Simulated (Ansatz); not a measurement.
CH6Ge···H2

```xyz
10

Ge   -0.9816   -0.1767   -0.5305
H     1.3704    2.3216   -0.4859
H    -0.2642   -0.0361   -1.8851
H    -1.4110    1.2251   -0.0600
H    -2.2460   -1.0313   -0.7332
H     2.0530    2.2005   -0.2090
C     0.1987   -1.0056    0.7851
H     0.5048   -1.9963    0.4471
H    -0.3142   -1.1067    1.7422
H     1.0903   -0.3945    0.9292
```

The product side of a reaction path; geometry: PBE0-D4/def2-TZVP.

Theory: RKS PBE0-D4/def2-TZVPP (Ansatz).

Question: What will maps of the electron density and electron localisation function show?

Answer: Ge1···H2 (3.43 Å): the density falls to about 0.02 e/Å³ on the way; the ELF dips to about 0 between them (a non-bonded, intermolecular contact).
C–Ge (1.95 Å): ρ at the midpoint is about 0.87 e/Å³; the ELF peaks at about 0.90 between the atoms; localised, covalent bonding.
H–H (0.75 Å): ρ at the midpoint is about 1.8 e/Å³; the ELF is about 1 at the midpoint.
C–H (1.09 Å): the density is about 2 e/Å³ at the midpoint; the ELF climbs to about 1 towards the hydrogen, as it does in any bond to H; a covalent bond by its length.

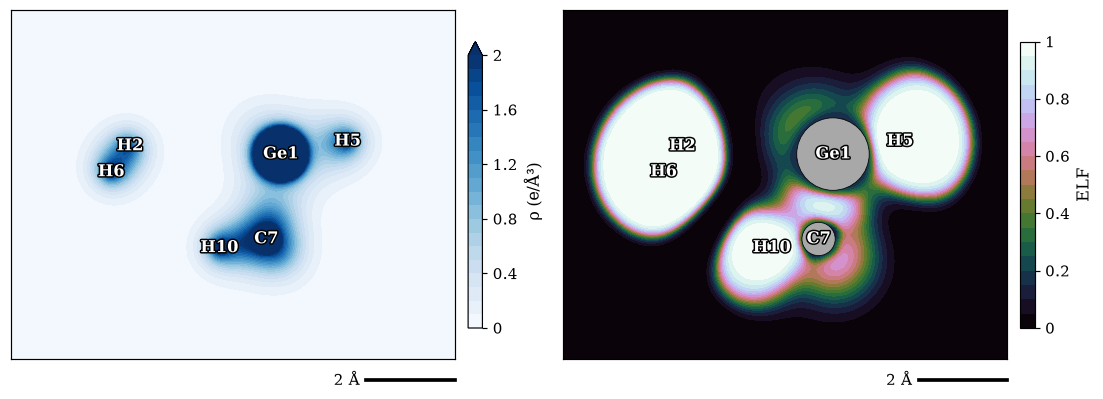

Computed electron density and electron localisation function on the plane of atoms Ge1, C7 and H10, in this order. Grey discs cover the atomic cores in the ELF map. 
